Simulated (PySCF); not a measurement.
**Geometry relaxation, with input and output: CH3Si (part 1 of 2)**

The run: geometry relaxation of CH3Si, multiplicity 2. Method and program: PBE0/def2-TZVP, UKS, dispersion D4 (PySCF 2.14.0).

Figures and captions count atoms from 1; the log counts them from 0 in places.

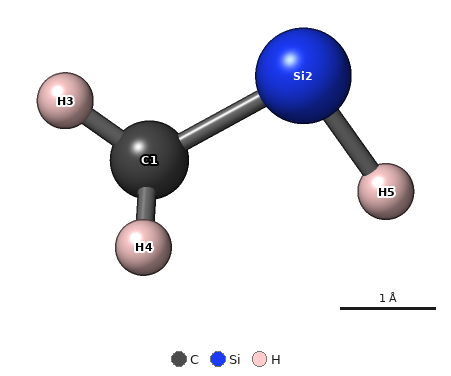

*The starting structure (ball-and-stick view, seen on its broad side; atoms are numbered from 1 in the order of the input).*

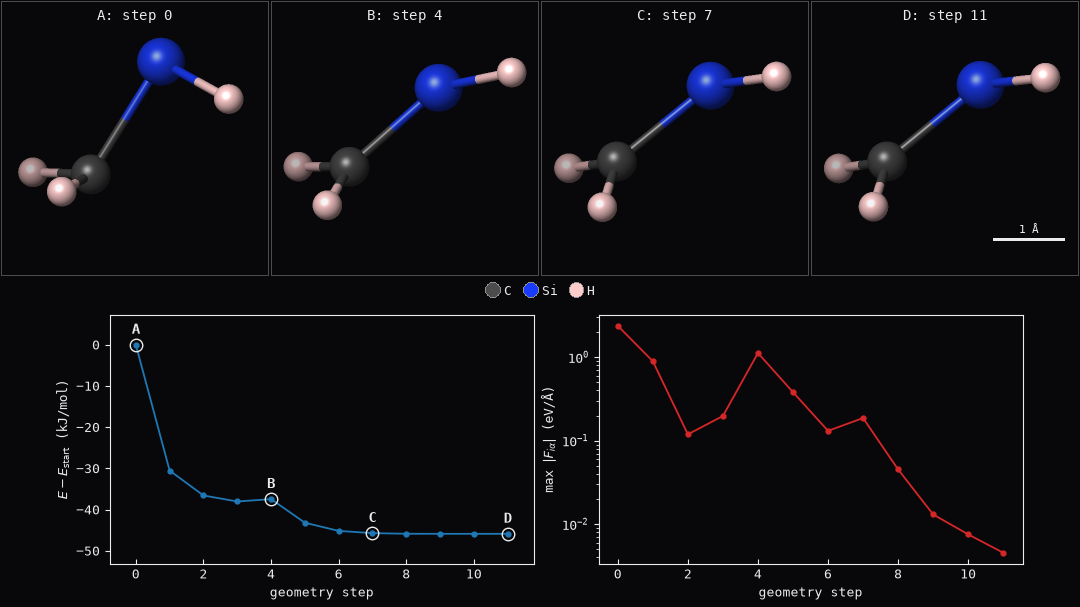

*Frames of the relaxation (ball-and-stick view, seen at a tilt) above the curves, on which the letters mark them (steps are counted from 0).*

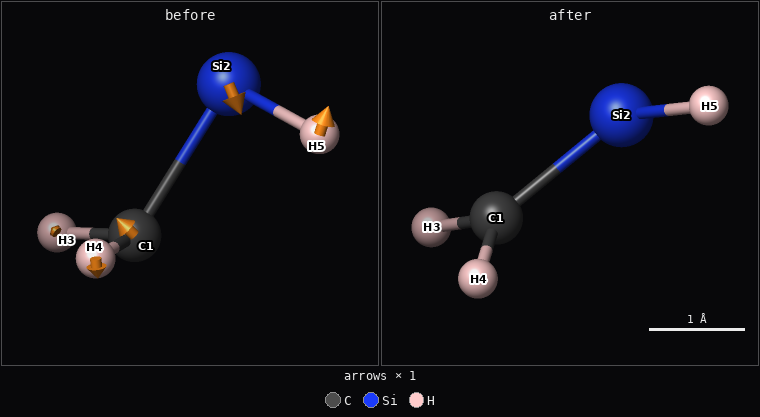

*Before (left) and after (right) the relaxation, at one scale (ball-and-stick view, seen at a tilt). The orange arrows give the displacements, at true length.*

The atom that moves furthest after the best rigid fit is Si2 (0.35 Å). By element the largest moves are Si 0.35 Å, H 0.32 Å, C 0.27 Å. Among the contacts that change: C1–Si2 1.878 → 1.704 Å, Si2–H5 1.546 → 1.496 Å, C1–H3 1.101 → 1.083 Å, C1–H4 1.103 → 1.087 Å. Among the angles that change: C1–Si2–H5 93.8° → 121.5°, Si2–C1–H4 110.2° → 120.4°, Si2–C1–H3 113.4° → 123.5°. After 11 geometry steps the energy has fallen by 45.9 kJ/mol. Largest force component: 2.4 eV/Å at the start, 0.0046 eV/Å at the end. (Atoms are counted from 1 in the order of the input.)

These pictures come from the run below.

The input (calc.py):
```python
from pyscf import gto, dft
from pyscf.geomopt.geometric_solver import kernel as optimise

system = gto.M(
    atom='''
C     -0.167985    -0.675046    -0.690372
Si     1.724793     0.383737     2.117973
H      0.418338    -2.527974    -1.430965
H     -0.059878     0.749953    -2.208580
H      0.245392     2.884674     2.419819
''',
    charge=0,
    verbose=3,
    unit='bohr',
    basis='def2-tzvp',
    max_memory=1860,
    spin=1,
)

mf = dft.UKS(system, xc='pbe0')
mf = mf.density_fit(auxbasis='def2-universal-jkfit')
mf.conv_tol = 1e-09
mf.disp = 'd4'
mf.grids.level = 4
mf.max_cycle = 100
converged, mol_eq = optimise(mf, maxsteps=80)
print('converged:', converged)
print(mol_eq.tostring())

mf.reset(mol_eq)
system = mol_eq
mf.kernel()
e_tot = mf.e_tot
print('E = %.10f Eh' % e_tot)
```

Launch command:
```bash
OMP_NUM_THREADS=1 python calc.py
```

Output:
```
[file] SyntaxWarning: invalid escape sequence '\W'
  S = {(paw_set(r)[0], bool(re.search(r"spin_orbit\W+true|paw_fr", str((r.get("files") or {}).get("input") or "")) or re.search("(?i)spin.orbit\W+(value\W+)?(true|yes)|value\W+spin-orbit", json.dumps(r.get("inputs"), default=str)))) for r in records}

#|     Arguments passed to driver run_optimizer():      |#
customengine              <pyscf.geomopt.geometric_solver.PySCFEngine object>
maxiter                   80
----------------------------------------------------------
Custom engine selected.
Bonds will be generated from interatomic distances less than 1.20 times sum of covalent radii
15 internal coordinates being used (instead of 15 Cartesians)
Internal coordinate system (atoms numbered from 1):
Distance 1-2
Distance 1-3
Distance 1-4
Distance 2-5
Angle 2-1-3
Angle 2-1-4
Angle 3-1-4
Angle 1-2-5
Dihedral 3-1-2-5
Dihedral 4-1-2-5
Translation-X 1-5
Translation-Y 1-5
Translation-Z 1-5
Rotation-A 1-5
Rotation-B 1-5
Rotation-C 1-5
<class 'geometric.internal.Distance'> : 4
<class 'geometric.internal.Angle'> : 4
<class 'geometric.internal.Dihedral'> : 2
<class 'geometric.internal.TranslationX'> : 1
<class 'geometric.internal.TranslationY'> : 1
<class 'geometric.internal.TranslationZ'> : 1
<class 'geometric.internal.RotationA'> : 1
<class 'geometric.internal.RotationB'> : 1
<class 'geometric.internal.RotationC'> : 1
> ===== Optimization Info: ====
> Job type: Energy minimization
> Maximum number of optimization cycles: 80
> Initial / maximum trust radius (Angstrom): 0.100 / 0.300
> Convergence Criteria:
> Will converge when all 5 criteria are reached:
>  |Delta-E| < 1.00e-06
>  RMS-Grad  < 3.00e-04
>  Max-Grad  < 4.50e-04
>  RMS-Disp  < 1.20e-03
>  Max-Disp  < 1.80e-03
> === End Optimization Info ===

Geometry optimization cycle 1
Cartesian coordinates (Angstrom)
 Atom        New coordinates             dX        dY        dZ
   C  -0.088894  -0.357219  -0.365329    0.000000  0.000000  0.000000
  Si   0.912721   0.203065   1.120783    0.000000 -0.000000  0.000000
   H   0.221375  -1.337746  -0.757234    0.000000  0.000000  0.000000
   H  -0.031686   0.396858  -1.168730    0.000000  0.000000  0.000000
   H   0.129856   1.526504   1.280513    0.000000  0.000000  0.000000

WARN: HOMO -0.2089313310763 >= LUMO -0.208931331076304

converged SCF energy = -329.123213617594  <S^2> = 0.85818228  2S+1 = 2.1054047
--------------- DFUKS_Scanner gradients ---------------
         x                y                z
0 C    -0.0461623587     0.0007011880    -0.0111973917
1 Si     0.0299673544    -0.0061263135     0.0214412887
2 H     0.0150021767    -0.0003012619     0.0002164470
3 H     0.0084662335     0.0016164736    -0.0038823361
4 H    -0.0072743940     0.0041126659    -0.0065774704
----------------------------------------------
cycle 1: E = -329.123213618  dE = -329.123  norm(grad) = 0.0638733
Step    0 : Gradient = 2.857e-02/4.751e-02 (rms/max) Energy = -329.1232136176
Hessian Eigenvalues: 2.30000e-02 5.00000e-02 5.00000e-02 ... 2.08419e-01 3.33155e-01 3.36174e-01

Geometry optimization cycle 2
Cartesian coordinates (Angstrom)
 Atom        New coordinates             dX        dY        dZ
   C   0.051455  -0.359317  -0.401254    0.140348 -0.002098 -0.035924
  Si   0.878633   0.255240   1.097214   -0.034088  0.052175 -0.023569
   H   0.139576  -1.388625  -0.760113   -0.081799 -0.050879 -0.002879
   H  -0.053890   0.375038  -1.208541   -0.022204 -0.021820 -0.039811
   H   0.127650   1.548980   1.382667   -0.002206  0.022476  0.102154
converged SCF energy = -329.134838344085  <S^2> = 0.84763206  2S+1 = 2.0953587
--------------- DFUKS_Scanner gradients ---------------
         x                y                z
0 C    -0.0173704571    -0.0049737737    -0.0105911581
1 Si     0.0133249914     0.0045947939     0.0144479431
2 H     0.0028756067    -0.0035999950    -0.0018803463
3 H     0.0034928498     0.0023235613    -0.0018782949
4 H    -0.0023206750     0.0016549188    -0.0000950000
----------------------------------------------
cycle 2: E = -329.134838344  dE = -0.0116247  norm(grad) = 0.0300013
Step    1 : Displace = 9.820e-02/1.449e-01 (rms/max) Trust = 1.000e-01 (=) Grad = 1.342e-02/2.094e-02 (rms/max) E (change) = -329.1348383441 (-1.162e-02) Quality = 1.296
Hessian Eigenvalues: 2.35606e-02 5.00000e-02 5.00000e-02 ... 2.07413e-01 3.32439e-01 3.35791e-01

Geometry optimization cycle 3
Cartesian coordinates (Angstrom)
 Atom        New coordinates             dX        dY        dZ
   C   0.135333  -0.347539  -0.403730    0.083879  0.011779 -0.002477
  Si   0.833277   0.235841   1.080229   -0.045357 -0.019399 -0.016985
   H   0.125082  -1.375699  -0.743739   -0.014494  0.012926  0.016374
   H  -0.089312   0.376008  -1.186603   -0.035422  0.000970  0.021938
   H   0.138873   1.542723   1.363571    0.011223 -0.006257 -0.019096
converged SCF energy = -329.137139923288  <S^2> = 0.79859322  2S+1 = 2.0480168
--------------- DFUKS_Scanner gradients ---------------
         x                y                z
0 C     0.0021075524     0.0019783111     0.0018178717
1 Si     0.0015879383    -0.0015702175    -0.0004718690
2 H    -0.0017222962     0.0017094274     0.0006311837
3 H    -0.0000492183    -0.0006250745     0.0003438879
4 H    -0.0019256079    -0.0014908018    -0.0023179272
----------------------------------------------
cycle 3: E = -329.137139923  dE = -0.00230158  norm(grad) = 0.00591366
Step    2 : Displace = 5.062e-02/8.477e-02 (rms/max) Trust = 1.414e-01 (+) Grad = 2.645e-03/3.415e-03 (rms/max) E (change) = -329.1371399233 (-2.302e-03) Quality = 0.924
Hessian Eigenvalues: 2.21335e-02 5.00000e-02 5.00000e-02 ... 2.44508e-01 3.33129e-01 3.40054e-01

Geometry optimization cycle 4
Cartesian coordinates (Angstrom)
 Atom        New coordinates             dX        dY        dZ
   C   0.124201  -0.355816  -0.411693   -0.011132 -0.008277 -0.007963
  Si   0.799823   0.236217   1.080229   -0.033454  0.000375  0.000000
   H   0.152269  -1.384187  -0.755002    0.027187 -0.008488 -0.011263
   H  -0.103234   0.364524  -1.197167   -0.013922 -0.011484 -0.010564
   H   0.170252   1.570523   1.393185    0.031379  0.027800  0.029614
converged SCF energy = -329.13769701866  <S^2> = 0.78283709  2S+1 = 2.0325719
--------------- DFUKS_Scanner gradients ---------------
         x                y                z
0 C    -0.0005685647     0.0006030244    -0.0017080499
1 Si     0.0037864662    -0.0004103301     0.0038440203
2 H    -0.0013145360     0.0005433836    -0.0003674434
3 H     0.0000345947    -0.0006415701    -0.0002369284
4 H    -0.0019410775    -0.0000930389    -0.0015296130
----------------------------------------------
cycle 4: E = -329.137697019  dE = -0.000557095  norm(grad) = 0.00645212
Step    3 : Displace = 3.279e-02/5.115e-02 (rms/max) Trust = 2.000e-01 (+) Grad = 2.885e-03/5.411e-03 (rms/max) E (change) = -329.1376970187 (-5.571e-04) Quality = 1.708
Hessian Eigenvalues: 6.97327e-03 4.99998e-02 5.00000e-02 ... 3.24527e-01 3.33085e-01 4.35382e-01

Geometry optimization cycle 5
Cartesian coordinates (Angstrom)
 Atom        New coordinates             dX        dY        dZ
   C   0.079641  -0.383361  -0.459979   -0.044560 -0.027545 -0.048285
  Si   0.542402   0.272397   1.022430   -0.257421  0.036180 -0.057799
   H   0.317116  -1.402780  -0.758659    0.164847 -0.018593 -0.003657
   H  -0.184187   0.287406  -1.276712   -0.080954 -0.077118 -0.079545
   H   0.389101   1.657018   1.581252    0.218849  0.086495  0.188067
converged SCF energy = -329.137477602407  <S^2> = 0.77162607  2S+1 = 2.0215104
--------------- DFUKS_Scanner gradients ---------------
         x                y                z
0 C    -0.0032907356    -0.0034223433     0.0180370312
1 Si    -0.0073497606     0.0042146865    -0.0218085726
2 H     0.0035531542    -0.0023029314    -0.0034591970
3 H     0.0039414716     0.0021758773     0.0001329067
4 H     0.0031475329    -0.0006639592     0.0071015215
----------------------------------------------
cycle 5: E = -329.137477602  dE = 0.000219416  norm(grad) = 0.0317212
Step    4 : Displace = 2.063e-01/2.993e-01 (rms/max) Trust = 2.828e-01 (+) Grad = 1.419e-02/2.340e-02 (rms/max) E (change) = -329.1374776024 (+2.194e-04) Quality = -0.118
Hessian Eigenvalues: 1.27708e-02 4.99999e-02 5.00000e-02 ... 3.28586e-01 3.33241e-01 4.37405e-01

Geometry optimization cycle 6
Cartesian coordinates (Angstrom)
 Atom        New coordinates             dX        dY        dZ
   C   0.116615  -0.369652  -0.437537    0.036974  0.013709  0.022441
  Si   0.669102   0.230401   1.079411    0.126700 -0.041996  0.056981
   H   0.242179  -1.393833  -0.770855   -0.074937  0.008947 -0.012196
   H  -0.167154   0.333011  -1.220366    0.017034  0.045605  0.056346
   H   0.283015   1.630976   1.458172   -0.106086 -0.026042 -0.123080
converged SCF energy = -329.139658357837  <S^2> = 0.76599856  2S+1 = 2.0159351
--------------- DFUKS_Scanner gradients ---------------
         x                y                z
0 C    -0.0056560309    -0.0017064873    -0.0038541467
1 Si     0.0060370161     0.0013352711     0.0074111988
2 H     0.0000042491    -0.0000835313    -0.0012248671
3 H     0.0015148318    -0.0001779085    -0.0018148003
4 H    -0.0018996977     0.0006284561    -0.0005208533
----------------------------------------------
cycle 6: E = -329.139658358  dE = -0.00218076  norm(grad) = 0.0124223
Step    5 : Displace = 1.109e-01/1.637e-01 (rms/max) Trust = 1.031e-01 (-) Grad = 5.555e-03/9.652e-03 (rms/max) E (change) = -329.1396583578 (-2.181e-03) Quality = 0.617
Hessian Eigenvalues: 1.73336e-02 4.99999e-02 5.00000e-02 ... 3.30107e-01 3.34121e-01 4.52916e-01
```
